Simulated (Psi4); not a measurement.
**A workflow on BFH4P− (SMILES F[BH2-]P)**

Aim: a structure relaxation (PBE/6-31G), then vibrational wavenumbers of BFH4P−. 

Program for the calculation: Psi4 1.11.

## 1. The structure to begin with

BFH4P− has 7 atoms, charge -1, and is taken as a singlet. SMILES: `F[BH2-]P`. The shape comes from GFN2-xTB, which is rough for such elements, and wasn't checked as a minimum. The run starts from this shape.

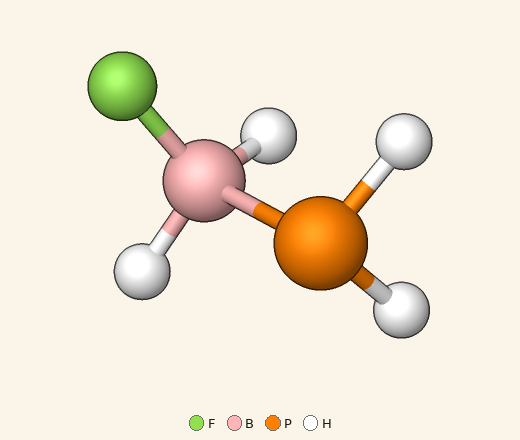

The structure, seen from a chosen angle (fluorine green, boron pink, phosphorus orange, hydrogen white).

## 2. A geometry optimisation at PBE/6-31G (density fitting) (run 1)

Contents of bfh4p.inp:

```
memory 1600 MB

molecule {
  -1 1
  F     -1.738560    -0.717540     0.312240
  B     -0.596340    -0.303470    -0.416790
  P      0.980010    -0.156390     0.845530
  H     -0.305490    -1.148250    -1.237630
  H     -0.797480     0.785350    -0.907670
  H      0.647050     1.042340     1.450960
  H      1.810810     0.497950    -0.046640
}

set basis 6-31G
set reference rks
set geom_maxiter 60

optimize('pbe')
```

The run is started by

```bash
$ psi4 -n 1 bfh4p.inp bfh4p.out
```

bfh4p.out:

```text
Psi4 1.11 release

gradient() will perform analytic gradient computation.

   => Loading Basis Set <=

    Name: 6-31G
    Role: ORBITAL
    Keyword: BASIS

         ---------------------------------------------------------
                                   SCF
                              RKS Reference
                        1 Threads,   1525 MiB Core
         ---------------------------------------------------------

  ==> Geometry <==

    Molecular point group: c1
    Full point group: C1

    Geometry (in Angstrom), charge = -1, multiplicity = 1:

       Center              X                  Y                   Z               Mass
    ------------   -----------------  -----------------  -----------------  -----------------
         F           -1.617428961771    -0.400210167400    -0.099770741041    18.998403162730
         B           -0.475208961771     0.013859832600    -0.828800741041    11.009305360000
         P            1.101141038229     0.160939832600     0.433519258959    30.973761998420
         H           -0.184358961771    -0.830920167400    -1.649640741041     1.007825032230
         H           -0.676348961771     1.102679832600    -1.319680741041     1.007825032230
         H            0.768181038229     1.359669832600     1.038949258959     1.007825032230
         H            1.931941038229     0.815279832600    -0.458650741041     1.007825032230

  Running in c1 symmetry.

  Rotational constants: A =      0.99737  B =      0.15440  C =      0.14232 [cm^-1]
  Rotational constants: A =  29900.33407  B =   4628.65024  C =   4266.70798 [MHz]
  Nuclear repulsion =   93.969401461991964

  Charge       = -1
  Multiplicity = 1
  Electrons    = 34
  Nalpha       = 17
  Nbeta        = 17

  ==> Algorithm <==

  SCF Algorithm Type is DF.
  DIIS enabled.
  MOM disabled.
  Fractional occupation disabled.
  Guess Type is SAD.
  Energy threshold   = 1.00e-08
  Density threshold  = 1.00e-08
  Integral threshold = 1.00e-12

  ==> Primary Basis <==

  Basis Set: 6-31G
    Blend: 6-31G
    Number of shells: 25
    Number of basis functions: 39
    Number of Cartesian functions: 39
    Spherical Harmonics?: false
    Max angular momentum: 1

  ==> DFT Potential <==

   => LibXC <=

    Version 7.1.2

   => Composite Functional: PBE <=

    PBE GGA Exchange-Correlation Functional

    Deriv               =              1
    GGA                 =           TRUE
    Meta                =          FALSE

    Exchange Hybrid     =          FALSE
    MP2 Hybrid          =          FALSE

   => Exchange Functionals <=

    1.0000     XC_GGA_X_PBE

   => Correlation Functionals <=

    1.0000     XC_GGA_C_PBE

   => LibXC Density Thresholds  <==

    XC_GGA_C_PBE:  1.00E-12
    XC_GGA_X_PBE:  1.00E-15

   => Molecular Quadrature <=

    Radial Scheme          =       TREUTLER
    Pruning Scheme         =           NONE
    Nuclear Scheme         =       TREUTLER

    Blocking Scheme        =         OCTREE
    BS radius alpha        =              1
    Pruning alpha          =              1
    Radial Points          =             75
    Spherical Points       =            302
    Total Points           =         151554
    Total Blocks           =           1194
    Max Points             =            256
    Max Functions          =             38
    Weights Tolerance      =       1.00E-15

   => Loading Basis Set <=

    Name: (6-31G AUX)
    Role: JKFIT
    Keyword: DF_BASIS_SCF

  ==> Integral Setup <==

  DFHelper Memory: AOs need 0.006 GiB; user supplied 0.973 GiB.
  SCF_SUBTYPE=INCORE selected. In-core MEM_DF algorithm will be used.
  Using in-core AOs.

  ==> MemDFJK: Density-Fitted J/K Matrices <==

    J tasked:                   Yes
    K tasked:                    No
    wK tasked:                   No
    Memory [MiB]:               996
    Algorithm:                 Core
    Schwarz Cutoff:           1E-12
    Mask sparsity (%):       1.4464
    Fitting Condition:        1E-10

   => Auxiliary Basis Set <=

  Basis Set: (6-31G AUX)
    Blend: CC-PVDZ-JKFIT
    Number of shells: 120
    Number of basis functions: 392
    Number of Cartesian functions: 392
    Spherical Harmonics?: false
    Max angular momentum: 3

  Cached 100.0% of DFT collocation blocks in 0.144 [GiB].

  Minimum eigenvalue in the overlap matrix is 6.4154756562E-03.
  Reciprocal condition number of the overlap matrix is 1.4728721803E-03.
    Using symmetric orthogonalization.

  ==> Pre-Iterations <==

  SCF Guess: Superposition of Atomic Densities via on-the-fly atomic UHF (no occupation information).

   -------------------------
    Irrep   Nso     Nmo
   -------------------------
     A         39      39
   -------------------------
    Total      39      39
   -------------------------

  ==> Iterations <==

                           Total Energy        Delta E     RMS |[F,P]|

[... 2 lines left out ...]
   @DF-RKS iter   2:  -467.83156454095086    1.01352e-01   1.87203e-02 DIIS/ADIIS
[... 3 lines left out ...]
   @DF-RKS iter   6:  -468.13031322296581   -3.66985e-05   3.00514e-05 DIIS
[... 3 lines left out ...]
   @DF-RKS iter  10:  -468.13031429378788   -1.25681e-10   5.28647e-08 DIIS
[... 37 lines left out ...]
  @DF-RKS Final Energy:  -468.13031429379288
[... 6 lines left out ...]
    DFT Exchange-Correlation Energy =     -39.2612895850557493
[... 17 lines left out ...]
 Dipole X            :         -2.5051379            2.6902600            0.1851221
[... 129 lines left out ...]
	                                 ==> Convergence Check <==
[... 95 lines left out ...]
    Weights Tolerance      =       1.00E-15
[... 60 lines left out ...]
   @DF-RKS iter   2:  -468.14093147262372    9.52897e-05   6.56085e-04 DIIS/ADIIS
[... 3 lines left out ...]
   @DF-RKS iter   6:  -468.14120709650030   -4.65159e-08   7.64737e-07 DIIS
[... 3 lines left out ...]
   @DF-RKS iter  10:  -468.14120709746618   -3.41061e-13   6.17694e-10 DIIS
[... 17 lines left out ...]
    Nuclear Repulsion Energy =             90.8275565436022561
[... 3 lines left out ...]
    Empirical Dispersion Energy =           0.0000000000000000
[... 17 lines left out ...]
 Dipole Y            :         -2.3366853            2.6170030            0.2803177
[... 99 lines left out ...]
	Measures of convergence in internal coordinates in au.
[... 102 lines left out ...]
                           Total Energy        Delta E     RMS |[F,P]|
[... 4 lines left out ...]
   @DF-RKS iter   3:  -468.14158609063105   -2.98114e-05   5.21484e-05 DIIS
[... 3 lines left out ...]
   @DF-RKS iter   7:  -468.14158768809460   -4.00064e-10   9.09273e-08 DIIS
[... 14 lines left out ...]
  @DF-RKS Final Energy:  -468.14158768810660
[... 6 lines left out ...]
    DFT Exchange-Correlation Energy =     -39.1593660484323749
[... 17 lines left out ...]
 Dipole X            :         -2.8286563            2.9908872            0.1622308
[... 98 lines left out ...]
	                                 ==> Convergence Check <==
[... 84 lines left out ...]
    Weights Tolerance      =       1.00E-15
[... 23 lines left out ...]
   @DF-RKS iter   2:  -468.14161133604853   -8.62023e-07   8.78892e-05 DIIS
[... 3 lines left out ...]
   @DF-RKS iter   6:  -468.14162022654693   -1.58593e-10   1.40979e-07 DIIS
[... 9 lines left out ...]
    Final Occupation by Irrep:
[... 11 lines left out ...]
    Two-Electron Energy =                 315.0517813026281715
[... 3 lines left out ...]
    Total Energy =                       -468.1416202265774018
[... 61 lines left out ...]
    Weights Tolerance      =       1.00E-15
[... 60 lines left out ...]
	  Convergence Criteria     1.00e-06 *    3.00e-04 *             o    1.20e-03 *             o
[... 98 lines left out ...]
   @DF-RKS iter   1:  -468.14162090956938   -2.24565e-04   2.51447e-05 DIIS
[... 3 lines left out ...]
   @DF-RKS iter   5:  -468.14162215725440   -3.94539e-09   8.53647e-08 DIIS
[... 9 lines left out ...]
    Final Occupation by Irrep:
[... 11 lines left out ...]
    Two-Electron Energy =                 315.0196095829375622
[... 3 lines left out ...]
    Total Energy =                       -468.1416221572659424
[... 61 lines left out ...]
    Weights Tolerance      =       1.00E-15
[... 60 lines left out ...]
	  Convergence Criteria     1.00e-06 *    3.00e-04 *             o    1.20e-03 *             o
[... 98 lines left out ...]
   @DF-RKS iter   1:  -468.14162147390800    5.87011e-05   1.09736e-05 DIIS
[... 3 lines left out ...]
   @DF-RKS iter   5:  -468.14162172819567   -7.52721e-10   4.65116e-08 DIIS
[... 32 lines left out ...]
    Final Occupation by Irrep:
[... 11 lines left out ...]
    Two-Electron Energy =                 315.0067364149643936
[... 3 lines left out ...]
    Total Energy =                       -468.1416217281984586
[... 1 line left out ...]
Computation Completed

Properties will be evaluated at   0.000000,   0.000000,   0.000000 [a0]

Properties computed using the SCF density matrix

 Multipole Moments:

 ------------------------------------------------------------------------------------
     Multipole            Electronic (a.u.)      Nuclear  (a.u.)        Total (a.u.)
 ------------------------------------------------------------------------------------

 L = 1.  Multiply by 2.5417464519 to convert [e a0] to [Debye]
 Dipole X            :         -2.8846935            3.0461549            0.1614614
 Dipole Y            :         -2.4770746            2.7249734            0.2478988
 Dipole Z            :          2.1026726           -1.8076908            0.2949818
 Magnitude           :                                                    0.4177773

 ------------------------------------------------------------------------------------

	total time  =          3 seconds =       0.05 minutes

         ------------------------------------------------------------
                                   SCF GRAD
         ------------------------------------------------------------

  ==> Geometry <==

    Molecular point group: c1
    Full point group: C1

    Geometry (in Angstrom), charge = -1, multiplicity = 1:

       Center              X                  Y                   Z               Mass
    ------------   -----------------  -----------------  -----------------  -----------------
         F           -1.661233058876    -0.476213843971    -0.111331237922    18.998403162730
         B           -0.501552201240     0.032808416373    -0.866882570471    11.009305360000
         P            1.126515974145     0.194160937677     0.456901911745    30.973761998420
         H           -0.097801989091    -0.768810678141    -1.719657335835     1.007825032230
         H           -0.720645714788     1.142902452559    -1.361725041364     1.007825032230
         H            0.881509009921     1.508598152756     1.090445562863     1.007825032230
         H            2.110013381127     0.768772347300    -0.482786618851     1.007825032230

  Nuclear repulsion =   90.195270721939224

   => Molecular Quadrature <=

    Radial Scheme          =       TREUTLER
    Pruning Scheme         =           NONE
    Nuclear Scheme         =       TREUTLER

    Blocking Scheme        =         OCTREE
    BS radius alpha        =              1
    Pruning alpha          =              1
    Radial Points          =             75
    Spherical Points       =            302
    Total Points           =         151795
    Total Blocks           =           1180
    Max Points             =            256
    Max Functions          =             38
    Weights Tolerance      =       1.00E-15

  -Total Gradient:
     Atom            X                  Y                   Z
    ------   -----------------  -----------------  -----------------
       1       -0.000054271628     0.000122717809     0.000077054849
       2        0.000005084976     0.000089489601    -0.000118640331
       3        0.000001088021     0.000019223407     0.000071407297
       4       -0.000072980509     0.000035090980     0.000046026340
       5        0.000051550736     0.000027417965    -0.000000224245
       6        0.000007494750     0.000040394087    -0.000043660611
       7        0.000045735572    -0.000035836227     0.000012124838

	total time  =          1 seconds =       0.02 minutes

    			-----------------------------------------

    			 OPTKING 3.0: for geometry optimizations

    			        with contributions from

    			-----------------------------------------

	                            ===> Fragment 1 <==

	 Z (Atomic Numbers)          Masses                          Geom
	       9.000000            18.998403         -3.13927551 -0.89991374 -0.21038555
	       5.000000            11.009305         -0.94779630  0.06199892 -1.63817064
	      15.000000            30.973762          2.12880667  0.36691100  0.86341948
	       1.000000             1.007825         -0.18481897 -1.45284162 -3.24968139
	       1.000000             1.007825         -1.36182303  2.15977262 -2.57328739
	       1.000000             1.007825          1.66581061  2.85083734  2.06064347
	       1.000000             1.007825          3.98734741  1.45276919 -0.91233449

	 - Coordinate -           - BOHR/RAD -       - ANG/DEG -
	 R(1,2)           =         2.786831           1.474727
	 R(2,3)           =         3.976985           2.104530
	 R(2,4)           =         2.339625           1.238076
[... 17 lines of this table left out ...]
	 D(5,2,3,7)       =        -0.965938         -55.344178

	        --- Internal Coordinate Step in ANG or DEG, aJ/ANG or AJ/DEG ---
	-------------------------------------------------------------------------------
	           Coordinate      Previous         Force          Change          New
	           ----------      --------        ------          ------        ------
	               R(1,2)       1.47473       -0.00038       -0.00009       1.47464
	               R(2,3)       2.10453       -0.00026       -0.00015       2.10438
	               R(2,4)       1.23808        0.00024        0.00006       1.23814
[... 17 lines of this table left out ...]
	           D(5,2,3,7)     -55.34418        0.00000       -0.16150     -55.50567
	-------------------------------------------------------------------------------

	                                 ==> Convergence Check <==

	Measures of convergence in internal coordinates in au.

	Criteria marked as inactive (o), active & met (*), and active & unmet ( ).

	----------------------------------------------------------------------------------------------
	   Step    Total Energy     Delta E     Max Force     RMS Force      Max Disp      RMS Disp
	----------------------------------------------------------------------------------------------
	  Convergence Criteria     1.00e-06 *    3.00e-04 *             o    1.20e-03 *             o
	----------------------------------------------------------------------------------------------
	     6    -468.14162173    4.29e-07 *    1.04e-04 *    4.19e-05 o    3.40e-03      1.69e-03 o  ~
	----------------------------------------------------------------------------------------------

Next Geometry in Ang
	Fragment 1 (Ang)

	    F  -1.6618672297  -0.4779118613  -0.1128006998
	    B  -0.5019685252   0.0330157154  -0.8665570619
	    P   1.1256394577   0.1947711449   0.4575017512
	    H  -0.0962131009  -0.7677397985  -1.7192806702
	    H  -0.7219637977   1.1431815758  -1.3610044475
	    H   0.8835486218   1.5101735278   1.0902238122
	    H   2.1096299752   0.7667274804  -0.4831180138

    Final optimized geometry and variables:
    Molecular point group: c1
    Full point group: C1

    Geometry (in Angstrom), charge = -1, multiplicity = 1:

    F           -1.661233058876    -0.476213843971    -0.111331237922
    B           -0.501552201240     0.032808416373    -0.866882570471
    P            1.126515974145     0.194160937677     0.456901911745
    H           -0.097801989091    -0.768810678141    -1.719657335835
    H           -0.720645714788     1.142902452559    -1.361725041364
    H            0.881509009921     1.508598152756     1.090445562863
    H            2.110013381127     0.768772347300    -0.482786618851

    Psi4 run time: 0:00:26.69

[set-up sections that repeat, and orbital energies of the middle runs, are left out above]
```

On the terminal:

```text
Optimizer: Optimization complete!
```

It took 29 s on 1 thread of Intel Xeon Platinum 8259CL at 2.50GHz (Skylake/Cascade Lake), shared host; peak memory 0.39 GiB.

The path in brief:

```csv
step,energy from the first frame kept (eV),largest force (eV/Å)
0,0.0000,2.2501
1,-0.2964,0.4207
2,-0.3068,0.1307
3,-0.3076,0.0289
4,-0.3077,0.0082
5,-0.3077,0.0080
```

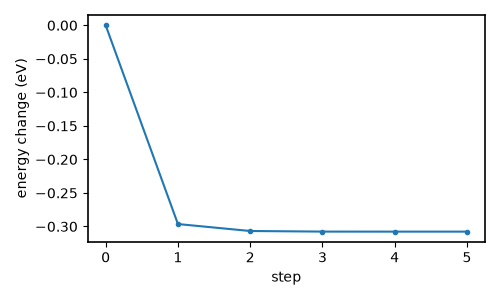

Energy along the run.

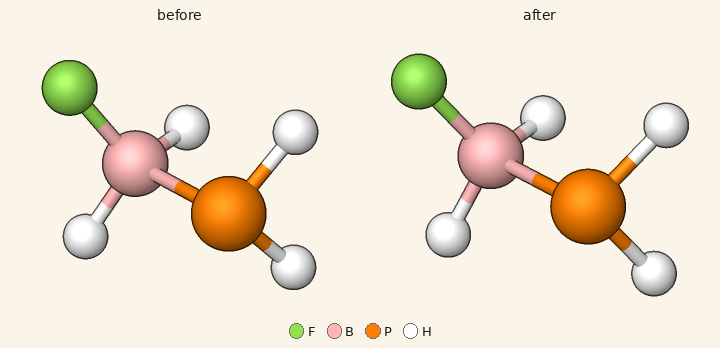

Before and after, at one scale.

After the run. Bond lengths: F1–B2 1.475 Å, B2–P3 2.105 Å, B2–H4 1.238 Å, B2–H5 1.235 Å, P3–H6 1.480 Å, P3–H7 1.477 Å. Angles: F1–B2–P3 108.2°, F1–B2–H4 112.7°, F1–B2–H5 112.1°, P3–B2–H4 103.3°, P3–B2–H5 108.7°, B2–P3–H6 102.1°, B2–P3–H7 98.3°, H4–B2–H5 111.3°, H6–P3–H7 92.1°.

## 3. The harmonic vibrations at PBE/6-31G (density fitting) (run 2)

Contents of job.inp:

```
memory 1600 mb

molecule m {
  -1 1
  F
  B 1 R2
  P 2 R3 1 A3
  H 2 R4 1 A4 3 D4
  H 2 R5 4 A5 1 D5
  H 3 R6 2 A6 5 D6
  H 3 R7 6 A7 2 D7

  R2 = 1.474728
  R3 = 2.10453
  A3 = 108.212
  R4 = 1.238077
  A4 = 112.69648
  D4 = 113.62625
  R5 = 1.234982
  A5 = 111.33749
  D5 = -126.93987
  R6 = 1.479578
  A6 = 102.0842
  D6 = 38.64973
  R7 = 1.476638
  A7 = 92.12484
  D7 = 98.98183
}

set globals {
  basis 6-31G
  reference rks
  t 600.0
  rotational_symmetry_number 1
}

e, wfn = frequencies("pbe", return_wfn=True)
```

The run is started by

```bash
$ psi4 -i job.inp -o job.out -n 1
```

job.out, shortened:

```text
[...]
  Running in c1 symmetry.
[...]
  Nuclear repulsion =   90.195260438692884
[...]
  Multiplicity = 1
[...]
  Nalpha       = 17
  Nbeta        = 17
[...]
    Number of basis functions: 39
[...]
   @DF-RKS iter   1:  -467.95611933943906   -4.34981e-01   1.35569e-02 ADIIS/DIIS
[...]
   @DF-RKS iter  11:  -468.14162034655612   -7.21911e-12   3.52072e-09 DIIS
[...]
  @DF-RKS Final Energy:  -468.14162034655612
   => Energetics <=
    Nuclear Repulsion Energy =             90.2030830208426977
    One-Electron Energy =                -834.2032071374558200
    Two-Electron Energy =                 315.0157445345325868
    DFT Exchange-Correlation Energy =     -39.1572407644755458
    Empirical Dispersion Energy =           0.0000000000000000
    VV10 Nonlocal Energy =                  0.0000000000000000
    Total Energy =                       -468.1416203465561239
[...]
  -Total Gradient:
     Atom            X                  Y                   Z
    ------   -----------------  -----------------  -----------------
       1       -0.000149705614    -0.000048399884    -0.000038324616
       2       -0.000038491361     0.000127270942     0.000132493981
       3       -0.000017274780     0.000023573973     0.000451747513
       4       -0.000065846588     0.000008144740    -0.000073703146
       5       -0.000010923227    -0.000030517506     0.000046005426
       6        0.000001654651     0.000044871123     0.000129794232
       7       -0.000012492714    -0.000141542038    -0.000579183313
[...]
  ==> Harmonic Vibrational Analysis <==
[...]
  Freq [cm^-1]                 134.7811            223.6396            445.0711
[...]
  IR activ [km/mol]             4.8881              1.8927              6.1620
[...]
  Freq [cm^-1]                 532.1189            644.1633            843.0932
[...]
  IR activ [km/mol]             9.8270             22.5527             19.9934
[...]
  Freq [cm^-1]                 907.8013            975.4993           1046.8633
[...]
  IR activ [km/mol]            41.9772             13.2706             47.8889
[...]
  Freq [cm^-1]                1091.8576           1208.3926           2105.2717
[...]
  IR activ [km/mol]            247.8160            112.6550            235.1807
[...]
  Freq [cm^-1]                2143.2392           2317.8582           2341.0714
[...]
  IR activ [km/mol]            243.8573            323.5579            401.5386
[...]
```

Standard output:

```text
Warning: used thermodynamics relations inappropriate for low-frequency modes: ['134.7811' '223.6396' '445.0711' '532.1189']
```

Run time: 3.2 min. Hardware: 1 thread of Intel Xeon Platinum 8259CL at 2.50GHz (Skylake/Cascade Lake), shared host; peak memory 0.38 GiB.

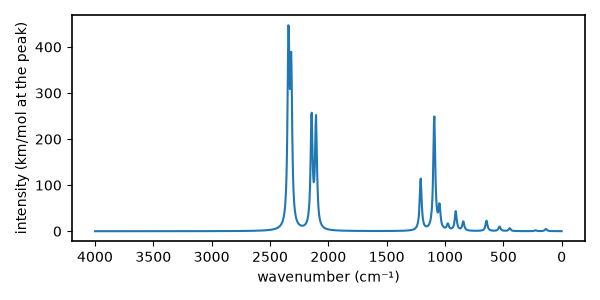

Harmonic infrared spectrum, unscaled, lines broadened by 10 cm⁻¹.

## 4. Summary of results

| quantity | value |
| --- | --- |
| run 1, PBE/6-31G: total energy at the end | -468.14162 Eh |
| run 1, PBE/6-31G: HOMO energy | 0.31 eV |
| run 1, PBE/6-31G: LUMO energy | 5.50 eV |
| run 1, PBE/6-31G: HOMO–LUMO gap | 5.19 eV |
| run 2, PBE/6-31G: lowest harmonic wavenumber | 135 cm⁻¹ |
| run 2, PBE/6-31G: highest harmonic wavenumber | 2341 cm⁻¹ |
| run 2, PBE/6-31G: zero-point energy | 101.4 kJ/mol |
| run 2, PBE/6-31G: ideal-gas entropy at 600 K (symmetry number 1 as used) | 84.7 cal/(mol K) |

In words: The HOMO of this anion lies above zero, so its frontier levels hang on the basis. The optimisation (run 1, PBE/6-31G) took 6 steps and changed the energy by -0.308 eV. The HOMO (run 1, PBE/6-31G) lies at positive energy, 0.31 eV, as semi-local functionals often give for anions: either the electron is unbound or self-interaction and a compact basis push the level up; values depend on the basis. All 15 modes are real, so the shape is a minimum at this level.
